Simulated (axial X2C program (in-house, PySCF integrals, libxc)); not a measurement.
# MoH⁺: properties at the nuclei

Aim: properties at the nuclei of MoH⁺, with spin–orbit coupling in the Hamiltonian from the start.

The runs use an in-house X2C program for linear molecules on PySCF integrals; two-component X2C with atomic mean-field terms, Mo dyall-cv3z, H dyall-v3z.

All values are calculated.

## 1. Set-up

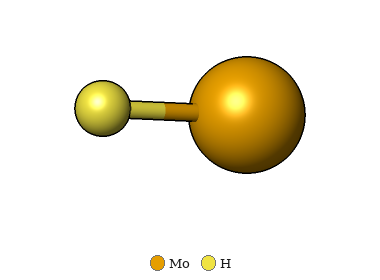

The two atoms at 1.700 Å (molybdenum amber, hydrogen yellow).

task.json reads:

```json
{"zs": [42, 1], "q": 1, "bas": ["dyall-cv3z", "dyall-v3z"], "r0": 1.7, "levels": ["PBE0", "HF", "B3LYP", "BHandHLYP", "PBE"], "nst": 3}
```

Keys: zs atomic numbers; q charge; bas basis sets; r0 starting distance in Å; levels methods (HF also brings MP2); nst determinants followed.

Run with:

```console
> python soeom.py task.json out
```

After this run come: Expectation values, lowest determinant; Expectation values, a higher determinant; Expectation values, a higher determinant.

**Question.** What will these runs give? Wanted: lowest determinant; Eeff magnitude; Ws magnitude Mo; A∥/gI Mo; qzz Mo; higher determinant (for each run or level that gives them).

**Answer**, as computed:

```
                                        quantity                                            value
                              lowest determinant  Ω = 2 (excess of +ω over −ω: ω = -1/2, ω = 5/2)
                    Eeff magnitude (GV/cm), PBE0                                            0.611
                     Ws magnitude Mo (kHz), PBE0                                            0.163
                            A∥/gI Mo (MHz), PBE0                                             -483
                             qzz Mo (a.u.), PBE0                                             0.01
                              higher determinant  Ω = 1 (excess of +ω over −ω: ω = -3/2, ω = 5/2)
Eeff magnitude (GV/cm), PBE0, higher determinant                                             2.07
 Ws magnitude Mo (kHz), PBE0, higher determinant                                            0.929
        A∥/gI Mo (MHz), PBE0, higher determinant                                             1110
         qzz Mo (a.u.), PBE0, higher determinant                                             0.15
                              higher determinant   Ω = 3 (excess of +ω over −ω: ω = 1/2, ω = 5/2)
Eeff magnitude (GV/cm), PBE0, higher determinant                                             2.15
 Ws magnitude Mo (kHz), PBE0, higher determinant                                            0.316
        A∥/gI Mo (MHz), PBE0, higher determinant                                              628
         qzz Mo (a.u.), PBE0, higher determinant                                             0.21
```

In the first state, the effective field runs from 0.508 to 0.671 GV/cm over the mean-field levels. The expectation values come from single determinants, which for open shells can mix terms of unlike spin or miss the lowest Ω, so a determinant need not be a state. Eeff is the effective electric field on the electron dipole moment in this Ω state and Ws the scalar–pseudoscalar constant (defined with the proton number Z and per Ω); A∥ is the parallel hyperfine constant, which follows by multiplying with the nuclear g factor gI = μI/(I μN); qzz is the electric field gradient, eQq0 = 234.96 MHz × Q/barn × qzz. The operators were transformed with the bare-nucleus X2C matrices.
